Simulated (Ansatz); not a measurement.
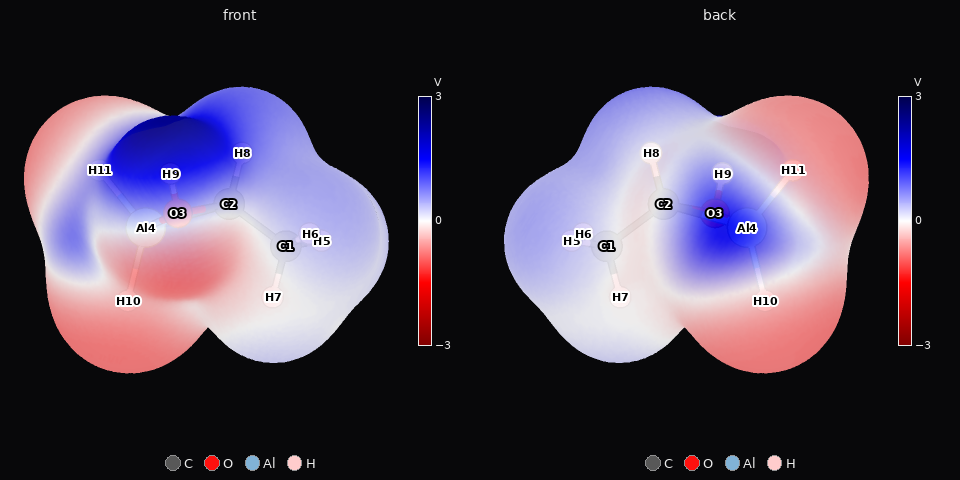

Figure 1: C2H7AlO. The molecular electrostatic potential painted on the density surface at 0.001 e/bohr³, seen from the front and from behind; red is negative and blue positive.

These are results of Ansatz, UKS B3LYP/cc-pVDZ, not measurements.

| atom | x (Å) | y (Å) | z (Å) |
| --- | --- | --- | --- |
| C | -0.9590 | 1.1713 | 0.2237 |
| C | -0.4298 | -0.2341 | 0.0761 |
| O | 0.8732 | -0.3723 | 0.9068 |
| Al | 1.0587 | -0.8904 | -1.0435 |
| H | -1.8651 | 1.2718 | -0.3983 |
| H | -1.2371 | 1.4168 | 1.2654 |
| H | -0.2344 | 1.9240 | -0.1250 |
| H | -1.1357 | -0.9844 | 0.4635 |
| H | 0.7641 | -1.0354 | 1.6057 |
| H | 2.0050 | 0.1455 | -1.7883 |
| H | 1.2252 | -2.4696 | -1.1654 |

> Which sites attract a positive test charge, and which a negative one?

A positive charge is drawn to the negative regions and a negative charge to the positive ones. The most negative region (about −0.8 V) lies over O3, the most positive (about +2.3 V) over H9.
